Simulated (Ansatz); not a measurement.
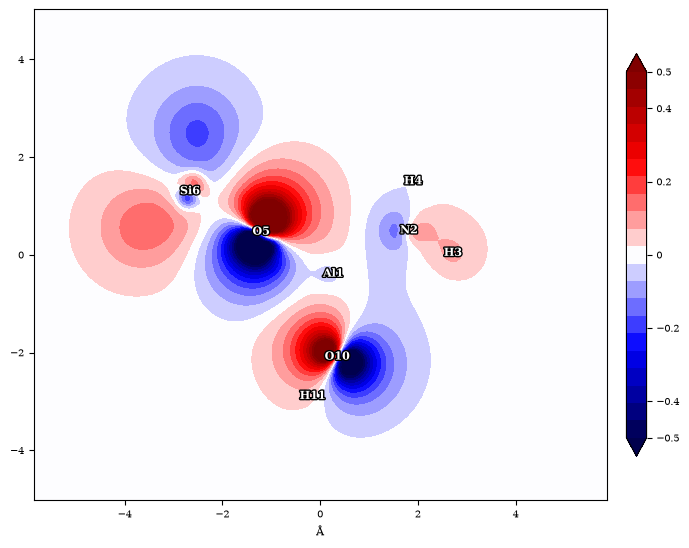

The picture shows: AlH₆NO₂Si. The HOMO−1 on the plane of atoms Al1, O10 and H11 (values in Å⁻³ᐟ²; the overall sign is arbitrary).

Theory: Ansatz 0.2.0, RKS PBE0/6-31G.

The calculation's input:

```
crystal:
  periodic: [false, false, false]
  atoms:
    - { symbol: Al, position_ang: [0.0, 0.0, 0.0] }
    - { symbol: "N", position_ang: [0.0, 0.0, 1.92] }
    - { symbol: H, position_ang: [-0.877, -0.2713, 2.45] }
    - { symbol: H, position_ang: [0.877, 0.2713, 2.45] }
    - { symbol: O, position_ang: [1.5415, 0.0, -0.89] }
    - { symbol: Si, position_ang: [2.3874, -1.376, -1.352] }
    - { symbol: H, position_ang: [1.4599, -2.3514, -1.9176] }
    - { symbol: H, position_ang: [3.3882, -1.0195, -2.3535] }
    - { symbol: H, position_ang: [3.0504, -1.9546, -0.187] }
    - { symbol: O, position_ang: [-1.5415, 0.0, -0.89] }
    - { symbol: H, position_ang: [-2.0512, -0.8467, -0.6815] }
basis:
  gaussian: { orbitals: "6-31G" }
hamiltonian:
  xc: pbe0
relax:
  f_tol: 0.02
  max_steps: 40
output:
  orbitals: {}
```

Run with:

```sh
ansatz run input.yaml --threads 2 --pin off --max-ram 3072MiB --backend cpu --events-out ev --progress --plain --runs-dir out
```

The fields are those of the run's last geometry, not of the input's.

### What is the character of this orbital?

It lies mainly on O5 (about 45 %), O10 (about 20 %), H9 (about 10 %) and H7 (about 5 %). Its energy is −8.12 eV.
